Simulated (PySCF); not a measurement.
## A study: C4H3N2, doublet, SMILES `C=[C]C(=N)C#N`

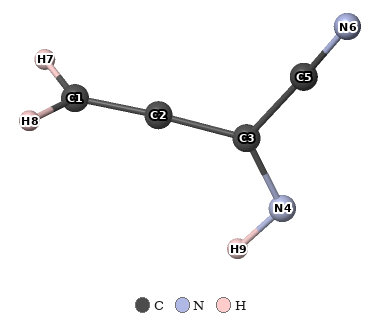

The molecule, with its atoms numbered as below. No frequency check shows the geometry to be a minimum.

Coordinates in Å:

```
C1      -2.2334    0.7369   -0.0005
C2      -1.0742    0.1873   -0.0044
C3       0.1265   -0.4713   -0.0013
N4       0.3167   -1.7633    0.0018
C5       1.2811    0.3816   -0.0005
N6       2.1775    1.0920    0.0010
H7      -2.7591    0.9963   -0.9024
H8      -2.7524    0.9959    0.9227
H9      -0.5478   -2.2998    0.0004
```

## 1. Bonding charge

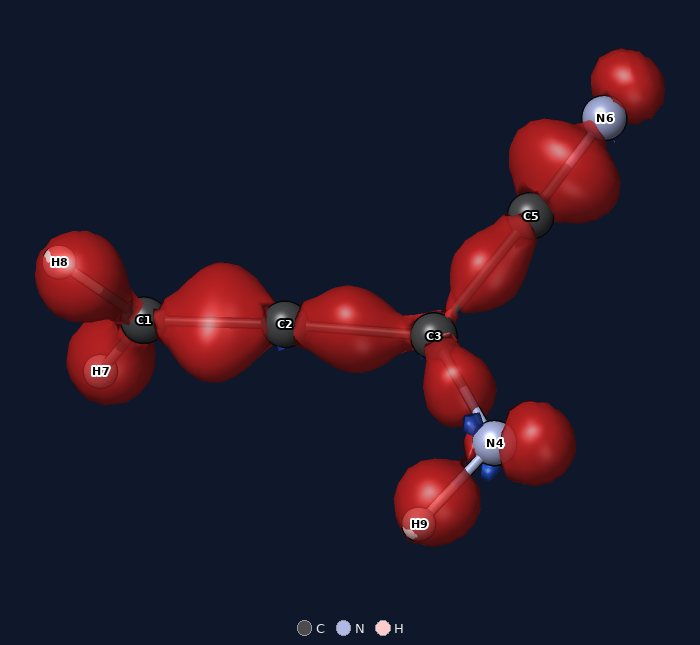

Deformation density (molecule less spherical, spin-averaged free atoms at the same positions), surfaces at ±0.25 e/Å³; red: gain, blue: loss.

Level of theory: TPSS/def2-SVP (PySCF), at a geometry from GFN2-xTB. The stability of the open-shell solution wasn't checked. GFN2-xTB doesn't know the spin state, so this open-shell geometry is rough.

Question: Describe the bonding that the map shows.

Answer: C5–N6: +0.83 e/Å³ at the bond critical point (bond length 1.14 Å, Mayer order 3.0). N4–H9: +0.80 e/Å³ at the bond critical point (bond length 1.02 Å, Mayer order 0.9). C1–C2: +0.68 e/Å³ at the bond critical point (bond length 1.28 Å, Mayer order 2.0). C1–H7: +0.67 e/Å³ at the bond critical point (bond length 1.08 Å, Mayer order 0.9). C1–H8: +0.64 e/Å³ at the bond critical point (bond length 1.09 Å, Mayer order 0.9). C2–C3: +0.58 e/Å³ at the bond critical point (bond length 1.37 Å, Mayer order 1.2). C3–N4: +0.56 e/Å³ at the bond critical point (bond length 1.31 Å, Mayer order 1.8). C3–C5: +0.50 e/Å³ at the bond critical point (bond length 1.44 Å, Mayer order 1.0). In all, 2.1 electrons gather in the regions of gain relative to the promolecule.

Question: Where do the Hirshfeld charges lie?

Answer: The highest Hirshfeld charge is on H9 (+0.11 e), the lowest on N6 (−0.19 e).

| atom | charge (e) |
| --- | --- |
| C1 | −0.07 |
| C2 | +0.04 |
| C3 | +0.07 |
| N4 | −0.17 |
| C5 | +0.07 |
| N6 | −0.19 |
| H7 | +0.07 |
| H8 | +0.07 |
| H9 | +0.11 |

## 2. Bond critical points

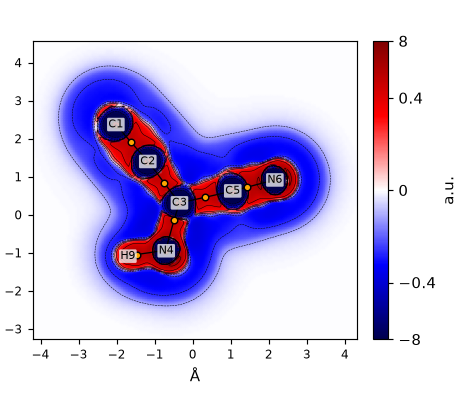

Negative Laplacian of the density (−∇²ρ) in the plane of C1, C2, C3, N4, C5, N6 and H9 (red positive, blue negative, colour scale in a.u., logarithmic beyond ±0.04), with bond paths and bond critical points (dots).

Question: At which bond critical points in this plane is charge locally concentrated, and at which depleted?

Answer: Concentrated (∇²ρ < 0): C3–N4 (−1.10 a.u.); C1–C2 (−0.98 a.u.); N4–H9 (−1.54 a.u.); C2–C3 (−0.79 a.u.); C3–C5 (−0.71 a.u.). Depleted (∇²ρ > 0): C5–N6 (+0.54 a.u., H = −0.874). A positive Laplacian with clearly negative H marks a strongly polar covalent bond, whose critical point lies close to the core of the less electronegative atom.

Question: Where along N4–H9 does the critical point lie?

Answer: 0.77 Å from N4 and 0.25 Å from H9.

## 3. Local ionisation energy

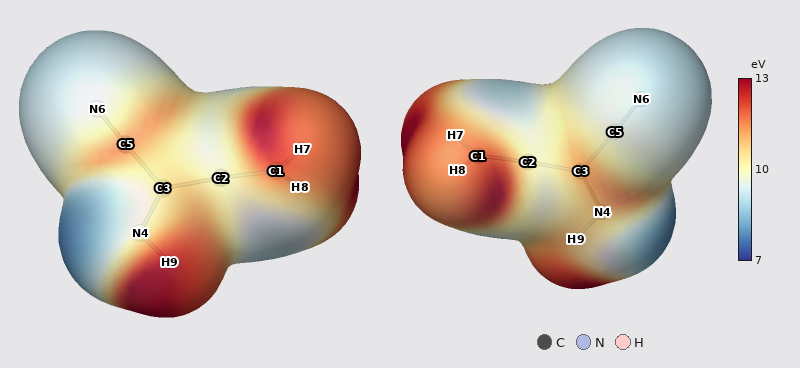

Average local ionisation energy on the surface of electron density 0.001 a.u. (back view left, front view right).

Question: Where are the most loosely bound electrons on this surface?

Answer: The lowest value is 7.8 eV, 1.9 Å from N4. Further minima include 8.8 eV, over C1, off the plane of its three bonds (2.1 Å); 9.0 eV, 1.8 Å from N6; 9.6 eV, 2.0 Å from C2. For comparison, the highest occupied orbital lies at −6.0 eV.

## 4. Spin density

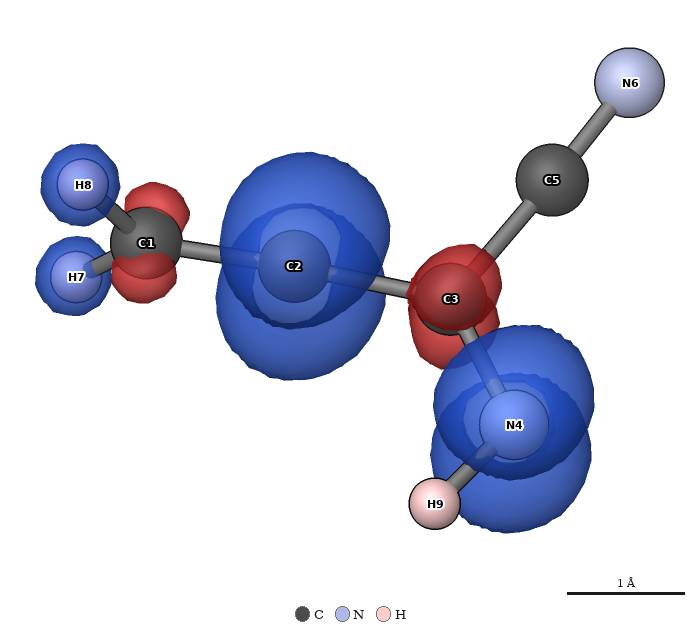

Spin density ρα − ρβ at ±0.05 e/Å³ (blue: excess α, red: excess β).

Question: Where is the unpaired spin?

Answer: Hirshfeld spin populations: C2 +0.45 and N4 +0.44. Spin polarisation leaves negative spin on N6 (−0.02). ⟨S²⟩ = 0.77, against 0.75 for a pure state. The picture also shows regions of β spin from spin polarisation; the Hirshfeld sums, whose atoms overlap, net them against the α spin of neighbours.

## 5. In an electric field

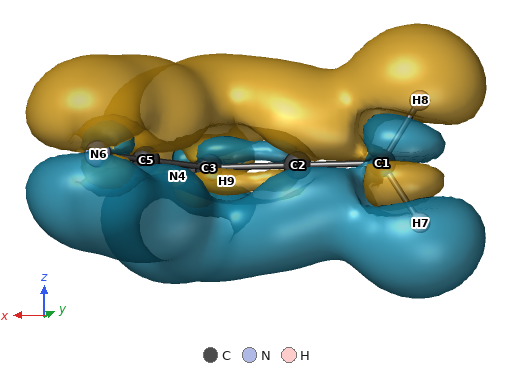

Change of the electron density in a uniform field of 0.21 V/Å, surfaces at ±0.0006 e/Å³ (yellow: gain, teal: loss).

Level of theory: PBE0/6-311+G** (PySCF), at a geometry from GFN2-xTB. The basis has diffuse s and p functions alone, which still leaves polarisabilities too small, most of all across bonds. The stability of the open-shell solution wasn't checked. GFN2-xTB doesn't know the spin state, so this open-shell geometry is rough.

The field was applied in both directions; the picture shows the one opposite to the script's first.

Question: Along which Cartesian direction does the field point?

Answer: Along −z: electrons gather on the +z side, against the field.

Question: What dipole is induced, and what polarisability does it imply?

Answer: The induced dipole is 0.35 D (along the field); α along this axis, from the fields in both directions, is 34 bohr³ (5.0 Å³).

## 6. Removing or adding an electron

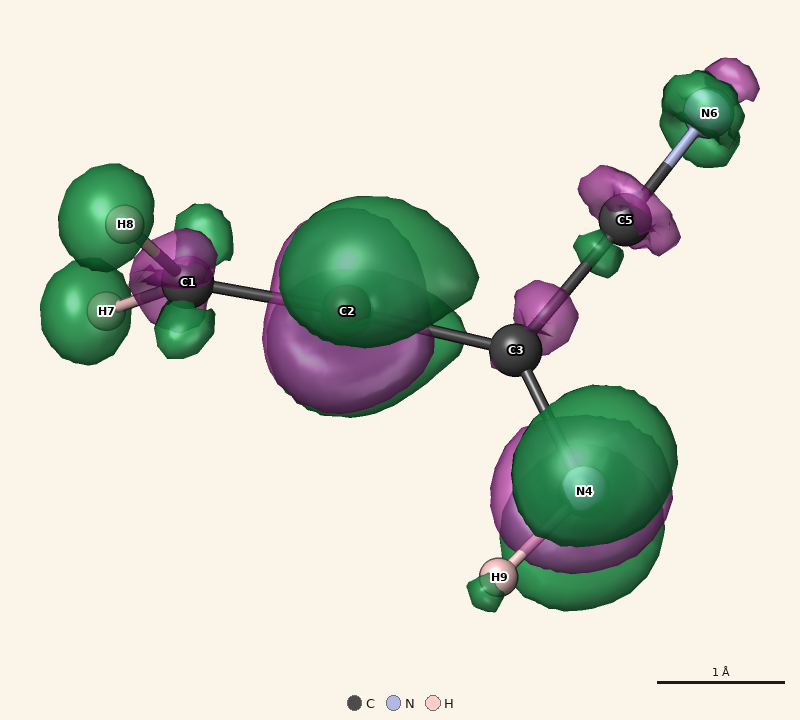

Fukui function f⁺ = ρ(N+1) − ρ(N) at fixed geometry, surfaces at ±0.04 e/Å³ (green positive, purple negative).

Method: M06-2X/def2-SVPD; geometry: GFN2-xTB; program: PySCF. GFN2-xTB doesn't know the spin state, so this open-shell geometry is rough.

Question: On which atoms does the density change most on addition of an electron?

Answer: f⁺ (Hirshfeld-condensed) is largest on N4 (0.25) and C2 (0.18); the vertical electron affinity is 1.87 eV (to the singlet anion, which needn't be its lowest state). Condensed values hint at sites of nucleophilic attack but needn't mark the atom that reacts. Orbital relaxation makes it negative in places (0.23 e in all).

```
atom     f⁺  charge
  C1  +0.11   −0.08
  C2  +0.18   +0.05
  C3  +0.07   +0.07
  N4  +0.25   −0.19
  C5  +0.02   +0.07
  N6  +0.11   −0.20
  H7  +0.08   +0.08
  H8  +0.09   +0.08
  H9  +0.09   +0.11
```
